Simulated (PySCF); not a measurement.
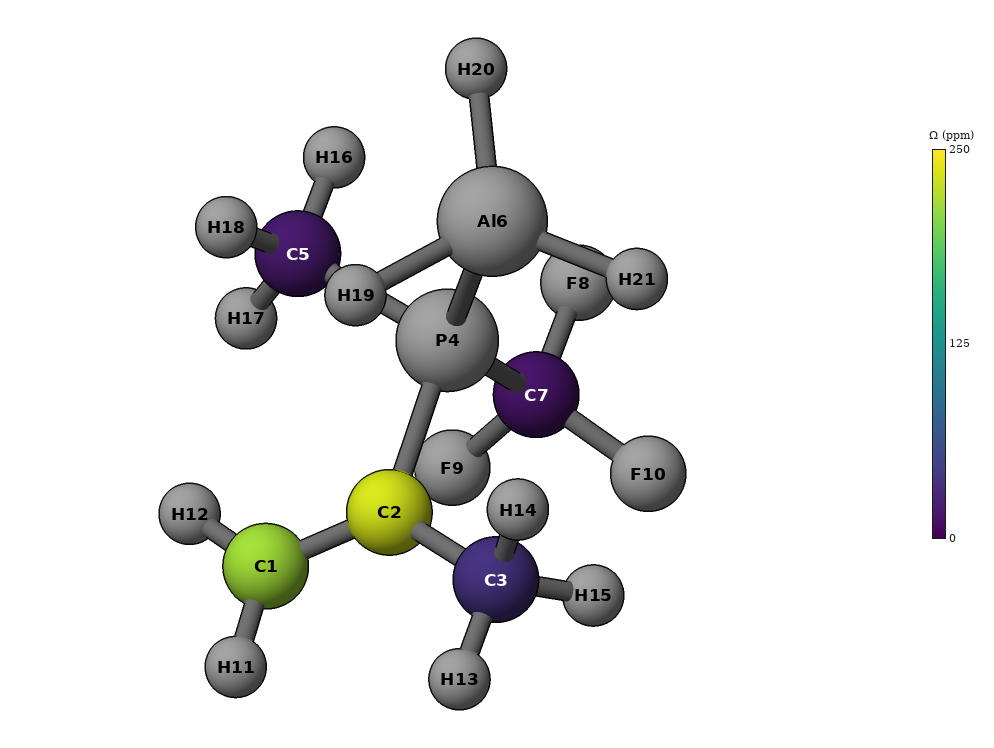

The C atoms are coloured by the span of their shielding tensor. Computed geometry: GFN2-xTB optimisation. No frequency run is at hand to confirm it as a minimum. Properties computed with GIAO PBE0/pcSseg-1 NMR shielding, non-relativistic, gas phase (PySCF 2.14.0). Principal shieldings σ11 ≤ σ22 ≤ σ33, span Ω = σ33 − σ11, skew κ = 3(σiso − σ22)/Ω.

Give the shielding tensors of the C atoms.

| atom | σ11 | σ22 | σ33 | σiso | Ω | κ |
| --- | --- | --- | --- | --- | --- | --- |
| C1 | −55.0 | 63.8 | 159.4 | 56.1 | 214.4 | −0.11 |
| C2 | −71.0 | 32.6 | 162.3 | 41.3 | 233.2 | 0.11 |
| C3 | 144.7 | 149.1 | 181.6 | 158.5 | 36.9 | 0.76 |
| C5 | 170.0 | 181.8 | 188.3 | 180.0 | 18.3 | −0.29 |
| C7 | 41.4 | 47.3 | 56.0 | 48.2 | 14.5 | 0.19 |

Shieldings and span in ppm.

The geometry is semi-empirical. Around Al, P such bond lengths and angles can be off by a tenth of an ångström or more and by several degrees, and values that hang on the shape move with them.
